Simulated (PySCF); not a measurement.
**Ni(22+): dipole response in even-tempered 17s11p6d5f4g**

How polarisable is Ni(22+) at the levels listed below?

Program: PySCF 2.14.0. Level of theory: unrestricted determinants in a Gaussian basis, no spin-orbit coupling in the energies. These are calculated values, not measurements, unless marked.

### Step 1. The atom as given

```
Element     : nickel (Z = 28)
Basis       : an uncontracted even-tempered set (17 s from 5.1 bohr⁻², ratio 2.2; 11 p from 6.6 bohr⁻², ratio 2.2; 6 d from 28 bohr⁻², ratio 2.4; 5 f from 42 bohr⁻², ratio 2.4; 4 g from 63 bohr⁻², ratio 2.4)
Hamiltonian : the non-relativistic Hamiltonian (point nucleus)
State 1     : Ni(22+): [He] 2s2 2p2, high-spin 3P determinant
Methods     : UHF, PBE0
```

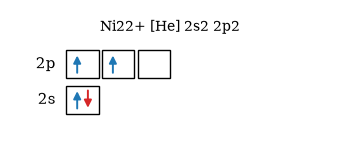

Outer shells as boxes.

The runs were made by one driver on top of PySCF. The scripts below sum up each run's settings (the driver also hands on starting orbitals that pick excited configurations, and frozen orbitals as a list rather than a count), and the logs come from the driver's own runs. The driver starts from symmetry-adapted Hartree-Fock orbitals, holds the occupation by maximum overlap and uses a logarithmic radial grid for functionals, so a plain start would take other cycles.

The integrals over 151 functions and the set-up took 1.2 s of CPU time.

### Step 2. Ni(22+), method by method

#### UHF

input.py

```python
from pyscf import gto, scf, dft, mp, cc
mol = gto.M(atom="Ni 0 0 0", charge=22, spin=2, symmetry="D2h",
            basis=gto.etbs([(0, 17, 5.1, 2.2), (1, 11, 6.6, 2.2), (2, 6, 28, 2.4), (3, 5, 42, 2.4), (4, 4, 63, 2.4)]))
mf = scf.UHF(mol)
mf.irrep_nelec = {'Ag': (2, 2), 'B1u': (1, 0), 'B2u': (1, 0)}
mf.kernel()
```

Output:

```text
damping factor = 0
level_shift factor = 0
DIIS = <class 'pyscf.scf.diis.CDIIS'>
diis_start_cycle = 1
diis_space = 10
diis_damp = 0
SCF conv_tol = 1e-09
SCF conv_tol_grad = None
number electrons alpha = 4  beta = 2
cycle= 1 E= -1087.76437788907  delta_E= -0.00424  |g|= 0.032  |ddm|= 0.00758
cycle= 2 E= -1087.76439152073  delta_E= -1.36e-05  |g|= 0.0019  |ddm|= 0.000497
cycle= 3 E= -1087.76439157109  delta_E= -5.04e-08  |g|= 9.52e-06  |ddm|= 3.31e-05
cycle= 4 E= -1087.7643915711  delta_E= -9.09e-13  |g|= 7.76e-08  |ddm|= 1.44e-07
converged SCF energy = -1087.7643915711  <S^2> = 2.0002051  2S+1 = 3.0001367
```

CPU time 65 s on a shared host, the integrals not counted.

Orbital energies by shell (radii are means over both spins):

```
shell  electrons  mean orbital energy (eV)  spread (eV)  rms radius (bohr)
 1s α          1                   -9597.5            0             0.0630
 1s β          1                   -9576.4            0             0.0630
 2s α          1                   -2077.8            0              0.251
 2s β          1                   -2034.9            0              0.251
 2p α          2                   -1998.6            0              0.217
```

⟨S²⟩ = 2.000, ⟨L²⟩ = 2.00.

The driver then solved the coupled dipole response at imaginary frequencies: mean α = 0.01086 bohr³ (xx, yy, zz: 0.01313, 0.009722, 0.009722), C₆ = 0.0003962 au for a like pair.

#### PBE0

Changes to input.py:

```diff
@@ -3,3 +3,3 @@
             basis=gto.etbs([(0, 17, 5.1, 2.2), (1, 11, 6.6, 2.2), (2, 6, 28, 2.4), (3, 5, 42, 2.4), (4, 4, 63, 2.4)]))
-mf = scf.UHF(mol)
+mf = dft.UKS(mol, xc="PBE0")
 mf.irrep_nelec = {'Ag': (2, 2), 'B1u': (1, 0), 'B2u': (1, 0)}
```

Output:

```text
damping factor = 0
level_shift factor = 0
DIIS = <class 'pyscf.scf.diis.CDIIS'>
diis_start_cycle = 1
diis_space = 10
diis_damp = 0
SCF conv_tol = 1e-09
SCF conv_tol_grad = None
number electrons alpha = 4  beta = 2
XC functionals = PBE0
    C. Adamo and V. Barone.,  J. Chem. Phys. 110, 6158 (1999)
    M. Ernzerhof and G. E. Scuseria.,  J. Chem. Phys. 110, 5029 (1999)
cycle= 1 E= -1087.75766940768  delta_E= -0.00399  |g|= 0.0154  |ddm|= 0.0126
cycle= 2 E= -1087.75767193499  delta_E= -2.53e-06  |g|= 0.000499  |ddm|= 0.000247
cycle= 3 E= -1087.75767193807  delta_E= -3.08e-09  |g|= 4.95e-06  |ddm|= 8.46e-06
cycle= 4 E= -1087.75767193807  delta_E= 2.27e-13  |g|= 1.49e-07  |ddm|= 9.27e-08
converged SCF energy = -1087.75767193807  <S^2> = 2.0000964  2S+1 = 3.0000643
```

It used 70 s of CPU time after the integrals (shared host).

The driver then solved the coupled dipole response at imaginary frequencies: mean α = 0.01048 bohr³ (xx, yy, zz: 0.01288, 0.009279, 0.009279), C₆ = 0.0003787 au for a like pair.

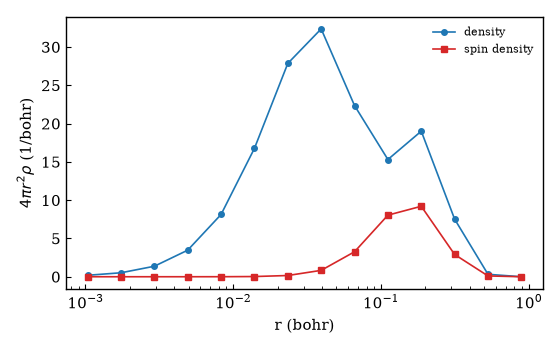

Radial density 4πr²ρ of Ni(22+) at UHF, at 14 stored radii joined by straight lines.

### Step 3. Polarisabilities and C₆

Ni(22+), in atomic units:

```
method   mean α  C₆ (like pair)      S(−4)
   UHF  0.01086       0.0003962  0.0009312
  PBE0  0.01048       0.0003787  0.0008432
```

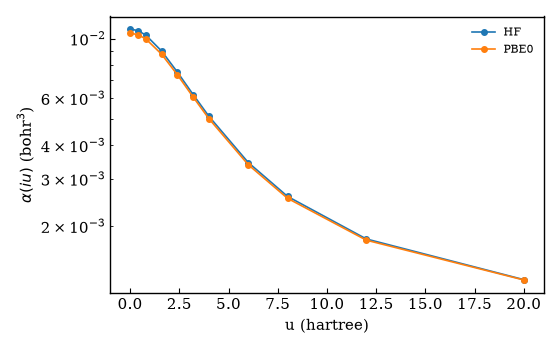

α(iu) of Ni(22+), the polarisability at imaginary frequency, on a logarithmic scale.

### Step 4. Outcome

| quantity | value |
| --- | --- |
| α of Ni(22+) | 0.01048 (PBE0) to 0.01086 (UHF) bohr³ |

**Reading.** A single London oscillator with the computed α and C₆ of Ni(22+) at UHF would have ω = 4 C₆ / (3 α²) = 4.48 hartree. All values hold for this basis alone; no basis-set limit was taken.
